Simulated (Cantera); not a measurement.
Charge: 1 mol Si3N4, 10 mol F2, held at 2050 K.

These are equilibrium values from Cantera (NASA tables, ideal gas, pure condensed phases), not measurements of a reactor. Candidate condensed phases: Si, Si3N4; 16 gas species. The tables' values for SiF3 are old estimates; treat these amounts as uncertain. Equilibrium is a limit: real reactors are often held back by kinetics, nucleation or transport.

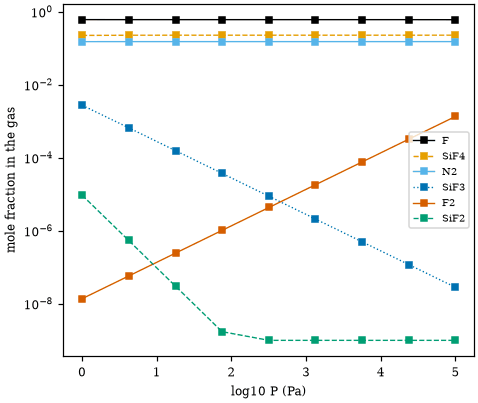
*Equilibrium gas composition (values under 1e-9 drawn at 1e-9)*

Task: Read off the mole fractions at 5600 Pa.

Result: F about 0.62, SiF4 about 0.23, N2 about 0.15, F2 about 7.7e-5, SiF3 about 5.0e-7.
